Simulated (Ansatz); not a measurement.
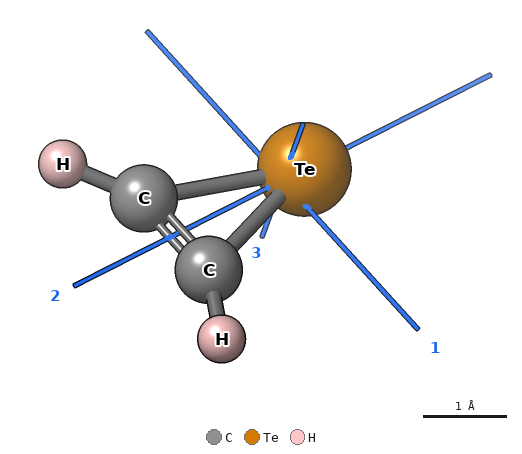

The three principal axes of inertia are drawn and numbered. Distant atoms are faded towards the background colour. The geometry was computed by an optimisation with PBE0-D4/def2-TZVP. Masses are those of the most abundant isotopes; constants are for the rigid equilibrium geometry.

Question: Which line is the a axis (least moment of inertia), which b and which c?

Answer: a is line 2, b is line 1, c is line 3; the moments are 14.6, 98.3, 113 u Å².

Question: Classify the rotor and give the rotational constants (cm⁻¹).

Answer: An asymmetric top (C2v): A = 1.16, B = 0.172, C = 0.149 cm⁻¹. Ray's parameter κ is −0.96, close to the prolate limit.
